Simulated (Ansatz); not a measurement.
**CH2Cl2 (dichloromethane): levels of theory compared**

We compute a comparison of 6 runs (B3LYP/STO-3G, revPBE/STO-3G, MP2/STO-3G, CCSDT(Q)/STO-3G, CCSD/STO-3G, FCI/STO-3G) of CH2Cl2 (dichloromethane). 

Program for the calculation: Ansatz 0.2.0.

56 further runs of the same task are left out: 4 that didn't finish, 52 set aside as unsound or not needed.

## (1) The molecule

The species is CH2Cl2 (5 atoms), meant as a singlet with charge 0. SMILES: `ClCCl`. The C2–Cl1 distance was set to 2.644 Å, away from the relaxed value. At this shape a bond of the SMILES string is far longer than usual.

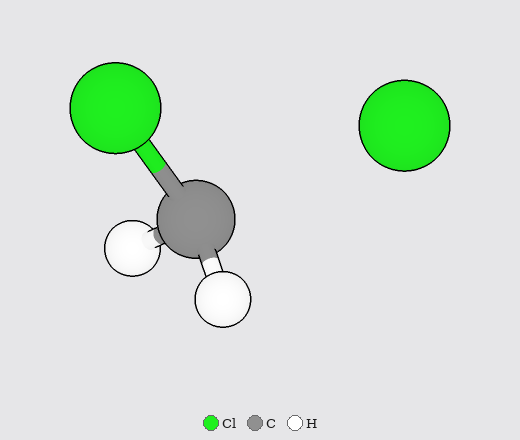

Viewed from a chosen angle; chlorine green, carbon grey, hydrogen white.

## (2) A single-point energy at B3LYP/STO-3G (run 1)

Contents of run.yaml:

```yaml
crystal:
  periodic: [false, false, false]
  atoms:
    - symbol: Cl
      position_ang: [2.496678, -0.466671, 0.366596]
    - symbol: C
      position_ang: [-0.101090, -0.082670, 0.062890]
    - symbol: Cl
      position_ang: [-0.474220, 1.284450, -0.984760]
    - symbol: H
      position_ang: [-0.525010, -0.976700, -0.384090]
    - symbol: H
      position_ang: [-0.530410, 0.113600, 1.040610]
basis:
  gaussian:
    orbitals: STO-3G
total_charge: 0
hamiltonian:
  xc: {name: B3LYP}
accuracy: high
```

Started as:

```console
ansatz run run.yaml --threads 1 --pin off --max-ram 3480MiB --events-out events.jsonl --progress --plain --runs-dir runs
```

The log of the run:

```text
Warning: RAYON_NUM_THREADS=1 ignored (pool sized by the plan → 1); use --threads N
Functional definition: B3LYP
  name "B3LYP"
  parameter a0 = 0.2
  parameter ax = 0.72
  parameter ac = 0.81
  exchange = (1 - a0 - ax)*slater_x + ax*b88_x + a0*exact_x
  correlation = (1 - ac)*vwn_rpa_c + ac*lyp_c
435 factors; integrals over basis functions are off by at most 1.7e-8 eV
mean field evaluation 1: about -25820.0928 eV, gradient 3.0e1 eV
mean field evaluation 2: about -25721.5120 eV, gradient 8.3e1 eV
mean field evaluation 4: about -25825.9624 eV, gradient 4.5e0 eV
mean field evaluation 8: about -25825.9627 eV, gradient 4.5e0 eV
mean field evaluation 16: about -25825.9963 eV, gradient 1.5e-8 eV
mean field -25825.99634265 eV, -949.0878601034 hartree, gradient 1.5e-8 eV, S^2 0.000000; 0 other end points of the search recorded, 0 dependent functions left out
reference -25825.99637240 eV, -949.0878611968 hartree; 21, 21 occupied and 4, 4 virtual orbitals, 435 factors
Total energy: -25825.99637240 eV, -949.0878611968 hartree
```

Wall time 1.2 s (1 thread of Intel Xeon Platinum 8375C at 2.90GHz (Ice Lake), shared host); peak memory 0.12 GiB.

## (3) A single-point energy at revPBE/STO-3G (run 2)

Contents of molecule.yaml:

```yaml
crystal:
  periodic: [false, false, false]
  atoms:
    - symbol: Cl
      position_ang: [2.496678, -0.466671, 0.366596]
    - symbol: C
      position_ang: [-0.101090, -0.082670, 0.062890]
    - symbol: Cl
      position_ang: [-0.474220, 1.284450, -0.984760]
    - symbol: H
      position_ang: [-0.525010, -0.976700, -0.384090]
    - symbol: H
      position_ang: [-0.530410, 0.113600, 1.040610]
basis:
  gaussian: {orbitals: STO-3G}
hamiltonian: {xc: {name: revPBE}}
accuracy: high
```

Started as:

```console
ansatz run molecule.yaml --threads 1 --pin off --max-ram 3480MiB --events-out events.jsonl --progress --plain --runs-dir runs
```

The log of the run:

```text
Warning: RAYON_NUM_THREADS=1 ignored (pool sized by the plan → 1); use --threads N
Functional definition: revPBE
  name "revPBE"
  parameter kappa = 1.245
  parameter beta = 0.06672455060314922
  exchange = pbe_x(kappa = kappa, mu = beta*pi^2/3)
  correlation = pbe_c(beta = beta)
435 factors; integrals over basis functions are off by at most 1.7e-8 eV
mean field evaluation 1: about -25816.3971 eV, gradient 2.9e1 eV
mean field evaluation 2: about -25707.9775 eV, gradient 6.5e1 eV
mean field evaluation 4: about -25820.7978 eV, gradient 1.7e1 eV
mean field evaluation 8: about -25820.7448 eV, gradient 1.7e1 eV
mean field evaluation 16: about -25821.8429 eV, gradient 7.8e-9 eV
mean field -25821.84290966 eV, -948.9352242563 hartree, gradient 8.3e-9 eV, S^2 0.000000; 0 other end points of the search recorded, 0 dependent functions left out
reference -25821.84291203 eV, -948.9352243433 hartree; 21, 21 occupied and 4, 4 virtual orbitals, 435 factors
Total energy: -25821.84291203 eV, -948.9352243433 hartree
```

Wall time 1.3 s (1 thread of Intel Xeon Platinum 8375C at 2.90GHz (Ice Lake), shared host); peak memory 0.12 GiB.

Runs 3 to 5 aren't shown in full; the table further down has their settings and results.

## (4) A single-point energy at FCI/STO-3G (run 6)

Contents of input.yaml:

```yaml
crystal:
  periodic: [false, false, false]
  atoms:
    - {symbol: Cl, position_ang: [2.496678, -0.466671, 0.366596]}
    - {symbol: C, position_ang: [-0.101090, -0.082670, 0.062890]}
    - {symbol: Cl, position_ang: [-0.474220, 1.284450, -0.984760]}
    - {symbol: H, position_ang: [-0.525010, -0.976700, -0.384090]}
    - {symbol: H, position_ang: [-0.530410, 0.113600, 1.040610]}
basis:
  gaussian: {orbitals: STO-3G}
correlation: {method: fci, frozen_orbitals: {C: 1, Cl: 5, H: 0}}
accuracy: high
```

Started as:

```console
ansatz run input.yaml --threads 1 --pin off --max-ram 3480MiB --events-out events.jsonl --progress --plain --runs-dir runs
```

The log of the run, cut to the lines that bear on the results:

```text
Warning: RAYON_NUM_THREADS=1 ignored (pool sized by the plan → 1); use --threads N
Functional definition: HF
  name "HF"
[...]
435 factors; integrals over basis functions are off by at most 1.7e-8 eV
[...]
mean field -25784.41742236 eV, -947.5598629660 hartree, gradient 2.9e-8 eV, S^2 0.000000; 1 other end points of the search recorded, 0 dependent functions left out; unrestricted orbitals would lower it
unrestricted determinant -25786.20772457 eV, -947.6256553585 hartree, S^2 0.8653
11 core orbitals not correlated: weight in the atoms' cores, before any rotation towards them, 1.000 or more for the frozen orbitals, at most 0.000 for the correlated occupied ones
reference -25784.41742236 eV, -947.5598629660 hartree; 10, 10 occupied and 4, 4 virtual orbitals, 435 factors
state -25788.69560435 eV, -947.7170832542 hartree
Total energy: -25788.69560435 eV, -947.7170832542 hartree
```

Wall time 3.6 s (1 thread of Intel Xeon Platinum 8375C at 2.90GHz (Ice Lake), shared host); peak memory 0.16 GiB.

## (5) The series

```tsv
run	level	frozen core orbitals	energy (Eh)	wall time
1	B3LYP/STO-3G	–	-949.087861	1.2 s
2	revPBE/STO-3G	–	-948.935224	1.3 s
3	MP2/STO-3G	11	-947.670494	0.42 s
4	CCSDT(Q)/STO-3G	11	-947.716975	0.6 s
5	CCSD/STO-3G	11	-947.712905	0.28 s
6	FCI/STO-3G	11	-947.717083	3.6 s
```

## (6) What came out

| quantity | value |
| --- | --- |
| run 6: total energy | -947.71708 Eh |
| run 6: correlation energy (11 core orbitals frozen) | -157.2 mEh |

What this shows: Against full CI in this basis: MP2 +46.6 mEh; CCSDT(Q) +0.1 mEh; CCSD +4.2 mEh. Totals of different functionals can't be ranked against each other. In runs 3, 4, 5 the log says that unrestricted orbitals would lower the reference, so the values rest on an unstable closed-shell determinant (other closed-shell runs at this shape may share the fault). In runs 1, 2, 3, 4, 5, 6 the basis is minimal, so the values are rough. All runs together took 7.4 s, the longest 3.6 s.
